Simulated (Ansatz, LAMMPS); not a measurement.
## Glassy NaFeSi2O6 (120 atoms): geometry optimisation

Wanted: the relaxed structure of glassy NaFeSi2O6 (120 atoms) and its electronic structure.

Program: Ansatz 0.2.0. Level of theory: Kohn-Sham DFT, LDA, PAW (set soft_2), plane waves. Results are calculated unless marked as measured.

Measured values to set the calculation against. Gaussian fit of the first maximum of the total correlation function from room-temperature neutron diffraction (“Nature and distribution of iron sites in a sodium silicate glass   investigated by neutron diffraction and EPSR simulation”, 2008, arxiv:0805.1850): nearest Si–O distance 1.63 Å; number of O about Si 3.9; nearest Fe–O distance 1.89 Å (by neutron diffraction, T(r) peak position); nearest O–O distance 2.66 Å (by neutron diffraction, T(r) peak position); number of O about Fe 4.3 (by neutron diffraction with Fe isotope substitution, Gaussian fit).

## 1. Set-up

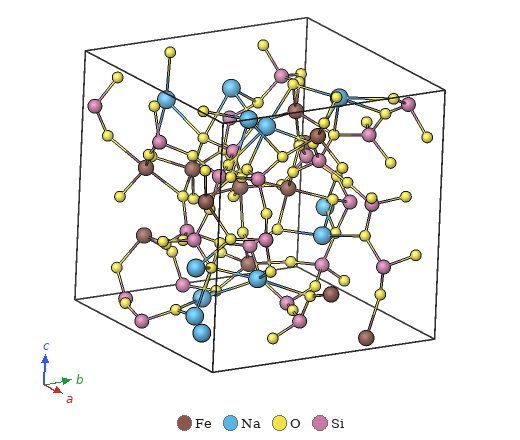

Start, viewed slightly off an axis; iron brown, sodium blue, oxygen yellow, silicon pink. Bonds to atoms that aren't drawn are left out. Some periodic images of atoms are drawn too.

The cell holds 120 atoms: 12 Fe, 12 Na, 72 O and 24 Si. Its edges and angles: a = 11.856 Å, b = 11.856 Å, c = 11.856 Å, α = 90.0°, β = 90.0°, γ = 90.0°. 120 atoms (12 Fe, 12 Na, 72 O, 24 Si) placed at random at 2.76 g/cm³, melted at 4500 K for 20 ps at fixed volume with the Morse and Coulomb pair potential with partial charges (Pedone, Malavasi, Menziani, Cormack and Segre, J. Phys. Chem. B 110, 11780 (2006)). Quenched from 4500 K to 300 K at 10 K/ps and fixed volume, held 5 ps.

Limits known from the start: The quench rate of 10 K/ps is many orders above laboratory rates, so the cell is likely richer in defects and strain than a real sample. The network of bonds at the start is that of the classical potential that made the cell. Without a Hubbard term or exact exchange, open shells on Fe are likely too delocalised. The Brillouin zone is sampled at Γ only, in a cell whose shortest periodic width is 12 Å.

## 2. Single point at the start

A single point comes first, to see the forces before anything moves.

The input, input.yaml:

```yaml
crystal:
  lattice:
    - [11.8563, 0.0, 0.0]
    - [0.0, 11.8563, 0.0]
    - [0.0, 0.0, 11.8563]
  atoms:
    - { symbol: Fe, position: [0.02797, 0.99326, 0.50523], spin: 5.0 }
    - { symbol: Fe, position: [0.81888, 0.053, 0.62552], spin: 5.0 }
    - { symbol: Fe, position: [0.14316, 0.41682, 0.51054], spin: -5.0 }
    - { symbol: Fe, position: [0.39919, 0.71041, 0.78019], spin: 5.0 }
    [... 110 atom lines left out ...]
    - { symbol: Si, position: [0.40171, 0.85743, 0.14249] }
    - { symbol: Si, position: [0.92891, 0.26191, 0.47638] }
    - { symbol: Si, position: [0.03084, 0.03405, 0.7821] }
    - { symbol: Si, position: [0.31542, 0.29404, 0.32827] }
    - { symbol: Si, position: [0.37795, 0.54268, 0.25524] }
    - { symbol: Si, position: [0.52782, 0.29452, 0.61053] }
magnetization:
  spin_polarized: true
kpoints:
  mp_grid: { grid: [1, 1, 1] }
hamiltonian:
  xc: lda
scf:
  occupations: { method: gaussian, width: 0.05 }
  lower_state_search: "off"
output:
  forces: true
```

Run with:

```console
$ ansatz run input.yaml --threads 4 --pin off --max-ram 8192MiB --backend cpu --events-out ev --progress --plain --runs-dir out
```

Elapsed: 73 s, on 4 threads of Intel Xeon 6975P-C (Granite Rapids), shared host; peak memory 4.3 GiB; 4.8 min of CPU time.

The run gave:

| Quantity | Value |
| --- | --- |
| free energy | -125296.4951 eV |
| free energy per atom | -1044.1375 eV/atom |
| SCF cycles | 37 |
| r.m.s. force component | 1.192 eV/Å |
| longest force | 4.907 eV/Å |
| Fermi energy | 4.375 eV |
| absolute moment | 54.57 μB |

The r.m.s. force component of 1.2 eV/Å sets the starting point.

Length of the force by element:

```
element  coordination  atoms  mean length of the force (eV/Å)  spread   least  most
     Fe           all     12                             1.29   0.398   0.487  1.89
     Na           all     12                            0.509   0.258  0.0685  1.02
      O           all     72                             1.78    1.05   0.331  4.78
     Si           all     24                             2.49    1.11    1.08  4.91
```

## 3. Relaxation

The atoms are relaxed in the fixed cell, aiming at the force tolerance of the input.

input.yaml: that of step 2 with these lines changed.

```diff
@@ -18 +18,4 @@
   forces: true
+relax:
+  f_tol: 0.05
+  max_steps: 63
```

Elapsed: 8.1 min, on 4 threads; peak memory 4.3 GiB.

Step by step:

```csv
step,energy less that of the first step (eV),largest force component (eV/Å)
1,0.0000,4.6171
2,-4.6634,2.9269
3,-7.9622,1.0030
4,-8.7257,0.6203
5,-9.1804,0.5017
6,-9.4368,0.4463
7,-9.7120,0.3329
8,-9.8526,0.4945
9,-9.9776,0.4569
10,-10.0418,0.2799
11,-10.0791,0.1754
12,-10.0333,0.5481
13,-10.1434,0.1154
14,-10.1548,0.1124
15,-10.1384,0.1390
16,-10.1555,0.1277
17,-10.1681,0.0496
18,-10.1681,0.0495
```

Relaxation steps 12, 15 were tried and not accepted.

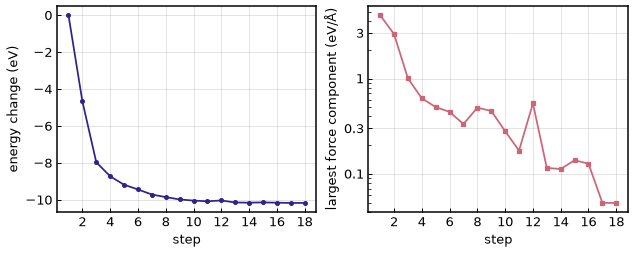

Energy and largest force along the relaxation.

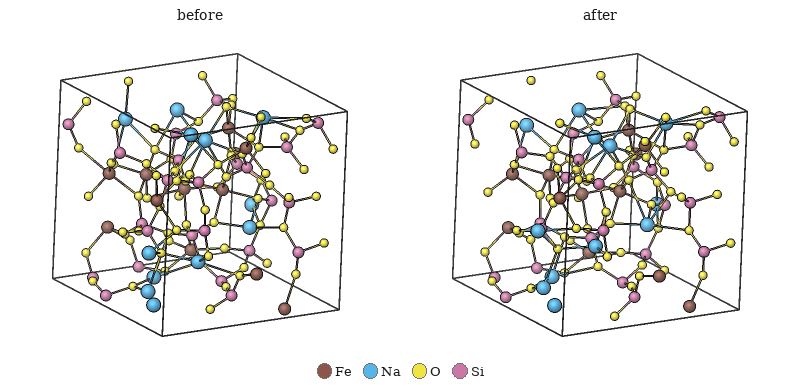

The structure before and after the relaxation, drawn at the same scale. Bonds to atoms that aren't drawn are left out.

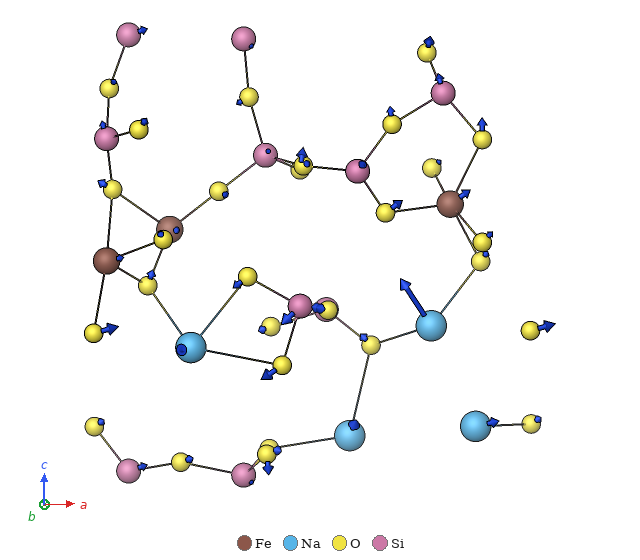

Displacements in the relaxation, scaled; the longest in the cell stands for 1.42 Å. Drawn is a slice 4 Å thick, seen along the normal of the ac plane. Bonds to atoms that aren't drawn are left out.

The atoms that moved most (Å):

```csv
atom,dx,dy,dz,length
Na23,-0.757,-0.330,1.151,1.417
Na18,-0.090,-0.159,0.928,0.946
Na15,-0.289,0.281,-0.491,0.635
O94,-0.255,0.258,-0.503,0.620
O85,-0.447,0.173,-0.324,0.579
O51,-0.332,-0.213,-0.421,0.577
O40,0.541,0.099,0.138,0.567
Si110,-0.391,-0.194,-0.352,0.561
```

The relaxation changed the energy by -84.7 meV/atom, and atoms moved by 0.35 Å r.m.s., 1.4 Å at most.

## 4. Distances and neighbours after relaxation

Bonds before and after, by the cutoffs listed below:

```csv
pair,bonds before,bonds after,mean before (Å),mean after (Å),spread before (Å),spread after (Å)
O-Si,96,96,1.613,1.630,0.052,0.024
O-Fe,63,63,2.051,2.003,0.163,0.187
O-Na,59,61,2.597,2.513,0.235,0.203
```

Density 2.76 g/cm³, 13.89 Å³ an atom.

Pair distribution functions g(r), in bins of 0.2 Å:

```
r (Å)  total   O-O   O-Si  O-Fe  O-Na  Si-Si  Si-Fe
 1.50   0.41  0.00   1.70  0.00  0.00   0.00   0.00
 1.70   3.03  0.00  12.15  0.97  0.00   0.00   0.00
 1.90   0.89  0.00   0.00  7.43  0.00   0.00   0.00
 2.10   0.38  0.00   0.00  2.86  0.32   0.00   0.00
 2.30   0.38  0.00   0.00  0.57  2.60   0.00   0.00
 2.50   0.84  1.30   0.00  0.49  2.48   0.00   0.00
 2.70   2.09  5.14   0.00  0.10  1.60   0.00   0.92
 2.90   0.70  1.06   0.13  0.18  0.54   1.34   0.55
 3.10   0.90  0.83   0.23  0.33  0.23   4.53   2.56
 3.30   0.87  0.56   0.64  0.28  0.57   0.66   5.51
 3.50   0.93  0.63   1.21  1.01  1.12   0.00   1.34
 3.70   0.83  0.60   1.04  1.28  0.79   0.00   0.51
 3.90   1.07  0.77   1.64  1.57  0.55   0.44   0.61
 4.10   1.12  0.66   2.04  1.69  0.77   0.27   0.27
 4.30   1.12  0.82   1.69  1.50  1.03   0.74   0.38
 4.50   1.10  1.01   0.82  1.78  1.67   1.01   0.92
 4.70   0.95  1.09   0.45  1.04  1.50   1.78   0.73
 4.90   1.09  1.39   0.88  0.90  0.96   1.62   1.33
 5.10   1.10  1.50   0.87  0.56  0.91   1.70   1.06
 5.30   0.97  1.23   0.81  0.47  0.93   0.99   1.24
 5.50   0.92  1.00   0.88  0.89  0.79   1.08   0.76
 5.70   0.93  0.93   0.95  0.66  1.08   0.85   1.20
```

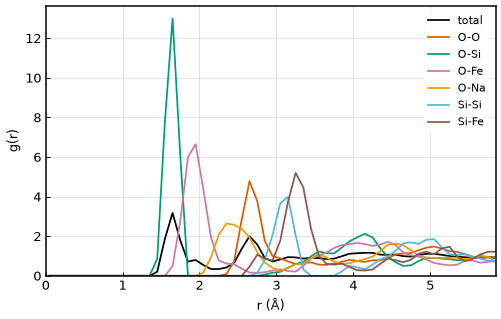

Pair distribution functions, lightly smoothed.

Bonds by pair of elements; cutoffs follow the first minimum of g(r), held within bounds set by covalent radii, and pairs that aren't listed don't count as bonded:

```csv
pair A-B,cutoff (Å),bonds,mean length (Å),spread (Å),shortest (Å),B about A,A about B
O-Si,2.08,96,1.63,0.024,1.57,1.33,4
O-Fe,2.63,63,2.00,0.187,1.76,0.875,5.25
O-Na,3.08,61,2.51,0.203,2.19,0.847,5.08
```

How many atoms have how many bonded neighbours:

| element | mean | 2 | 3 | 4 | 5 | 6 | 7 | 8 |
| --- | --- | --- | --- | --- | --- | --- | --- | --- |
| Fe | 5.25 | 0 | 0 | 2 | 5 | 5 | 0 | 0 |
| Na | 5.08 | 0 | 2 | 1 | 6 | 1 | 1 | 1 |
| O | 3.06 | 15 | 39 | 17 | 1 | 0 | 0 | 0 |
| Si | 4 | 0 | 0 | 24 | 0 | 0 | 0 | 0 |

Bond angles (no mean is given where the spread exceeds 20°):

```
  angle  count  mean (°)  spread (°)
 O-Si-O    144       109         4.7
 O-Fe-O    137         -           -
 O-Na-O    136         -           -
Na-O-Si     75       106        19.6
Fe-O-Si     57       128        19.2
```

Oxygen atoms by the number of network formers (Si, P, Ge, B, Al, As, Ga) bound to them:

```
network formers bound to O  O atoms  per cent
                         0        3       4.2
                         1       42      58.3
                         2       27      37.5
```

Network units: each former by its oxygen neighbours and how many of them bridge to another former:

| former | O neighbours | bridging O | atoms |
| --- | --- | --- | --- |
| Si | 4 | 1 | 6 |
| Si | 4 | 2 | 7 |
| Si | 4 | 3 | 10 |
| Si | 4 | 4 | 1 |

Bond length by coordination (bonds to H left out):

```
element  coordination  atoms  mean bond length (Å)
     Fe             4      2                  1.90
     Fe             5      5                     2
     Fe             6      5                  2.03
     Na             3      2                  2.37
     Na             4      1                  2.38
     Na             5      6                  2.52
     Na             6      1                  2.54
     Na             7      1                  2.53
     Na             8      1                  2.64
      O             2     15                  1.65
      O             3     39                  1.95
      O             4     17                  2.15
      O             5      1                  2.38
```

Rings of the network by King's shortest-path rule, up to 12 atoms, one path for each pair of neighbours; H, halogens, alkali and alkaline-earth atoms are left out, and the last column divides by all other atoms, bonded or not:

```
ring size (atoms)  rings  per network atom
                4     14              0.13
                6     25             0.231
                8     39             0.361
               10     36             0.333
               12     25             0.231
```

First main peaks of g(r), for some of the pairs, lie near 2.7 Å (O-O), 1.6 Å (O-Si), 1.9 Å (O-Fe), 2.4 Å (O-Na), 3.1 Å (Si-Si) and 3.3 Å (Si-Fe). By these cutoffs 42 % of Fe atoms have 5 and as many 6, 50 % of Na atoms have 5, 54 % of O atoms have 3 and all Si atoms have 4 bonded neighbours. The O-Si-O angle averages 109° with a spread of 5°. Counting bonds to Si alone, not to Fe, 38 % of the oxygens join two of these atoms and 58 % one; 4 % join none. The commonest Si unit has 4 oxygens, 3 of them shared with other formers (10 of 24 atoms). Rings of 8 atoms are the most common (28 % of those counted); sizes run from 4 to 12, where the search stops.

## 5. Single point at the relaxed geometry

One more single point at the end of the walk gives the fuller output and checks the residual forces.

The input, input.yaml:

```yaml
crystal:
  lattice:
    - [11.8563, 0.0, 0.0]
    - [0.0, 11.8563, 0.0]
    - [0.0, 0.0, 11.8563]
  atoms:
    - { symbol: Fe, position: [0.04587, 0.98547, 0.50977], spin: 5.0 }
    - { symbol: Fe, position: [0.8474, 0.05129, 0.64564], spin: 5.0 }
    - { symbol: Fe, position: [0.14854, 0.42999, 0.50651], spin: -5.0 }
    - { symbol: Fe, position: [0.39082, 0.71687, 0.76608], spin: 5.0 }
    [... 110 atom lines left out ...]
    - { symbol: Si, position: [0.38083, 0.85119, 0.1198] }
    - { symbol: Si, position: [0.93958, 0.24774, 0.48303] }
    - { symbol: Si, position: [0.02543, 0.0354, 0.80304] }
    - { symbol: Si, position: [0.30254, 0.29311, 0.32726] }
    - { symbol: Si, position: [0.37641, 0.53911, 0.24177] }
    - { symbol: Si, position: [0.52484, 0.28727, 0.62308] }
magnetization:
  spin_polarized: true
kpoints:
  mp_grid: { grid: [1, 1, 1] }
hamiltonian:
  xc: lda
scf:
  occupations: { method: gaussian, width: 0.05 }
  lower_state_search: "off"
output:
  forces: true
  stress: true
  populations: true
  dos:
    method: { smearing: { sigma: 0.08 } }
    de: 0.1
    projected: { site_lists: { Fe: [Fe], Na: [Na], O: [O], Si: [Si] } }
  eigenvalues: true
  write_density: true
  write_potential: true
  volumetric_format: npy
  elf: true
```

Wall time 90 s (4 threads); peak memory 4.4 GiB; 5.9 min of CPU time.

The run gave:

| Item | Value |
| --- | --- |
| free energy | -125306.6632 eV |
| free energy per atom | -1044.2222 eV/atom |
| SCF cycles | 42 |
| pressure | -3.852 GPa |
| r.m.s. force component | 0.01099 eV/Å |
| longest force | 0.06068 eV/Å |
| Fermi energy | 4.562 eV |
| gap (highest filled to lowest empty level) | 0.2843 eV |
| absolute moment | 53.24 μB |
| spilling of the projection | 0.009173 |

Löwdin charges by element and coordination (they lack the spilled electrons, 0.063 e an atom on average):

```csv
element,coordination,atoms,mean charge (e),spread,least,most
Fe,all,12,1.41,0.0649,1.32,1.50
Fe,4,2,1.39,0.0499,1.34,1.44
Fe,5,5,1.43,0.0649,1.32,1.50
Fe,6,5,1.41,0.0663,1.33,1.48
Na,all,12,0.803,0.0132,0.776,0.822
Na,3,2,0.816,0.0063,0.810,0.822
Na,4,1,0.803,0,0.803,0.803
Na,5,6,0.801,0.0151,0.776,0.822
Na,6,1,0.807,0,0.807,0.807
Na,7,1,0.800,0,0.800,0.800
Na,8,1,0.787,0,0.787,0.787
O,all,72,-0.812,0.0567,-0.962,-0.638
O,2,15,-0.779,0.0188,-0.837,-0.754
O,3,39,-0.805,0.0606,-0.956,-0.638
O,4,17,-0.856,0.0416,-0.962,-0.794
O,5,1,-0.854,0,-0.854,-0.854
Si,all,24,1.65,0.0398,1.58,1.72
```

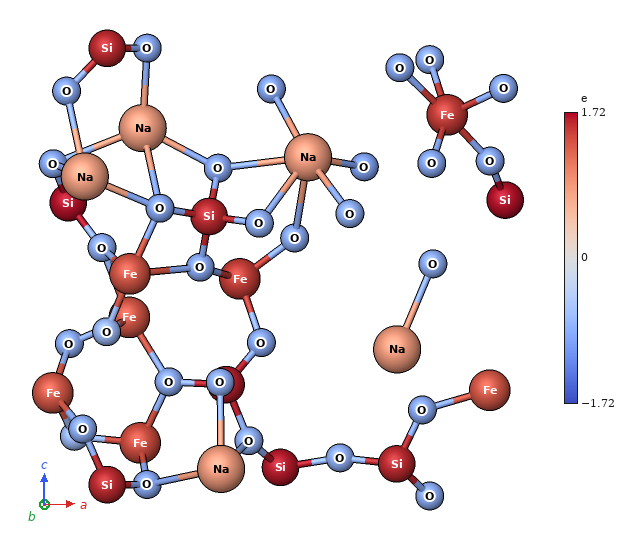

Atoms coloured by Löwdin charge. Drawn is a slice 4 Å thick, seen along the normal of the ac plane.

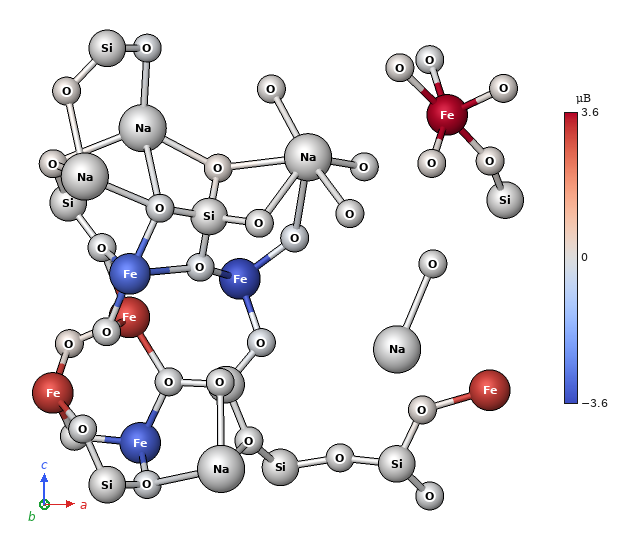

Atoms coloured by their magnetic moment. Drawn is a slice 4 Å thick, seen along the normal of the ac plane.

(Part 1 of 2 ends here.)

[Logs are printed without paths, hosts, clocks, repeated set-up lines and the standing remarks that a program may print on its own settings, such as how far it seeks lower states.]

[Hosts, paths, dates, database ids (printed as entryN), source tags and the programs' standing remarks are cut or masked in the printed files.]
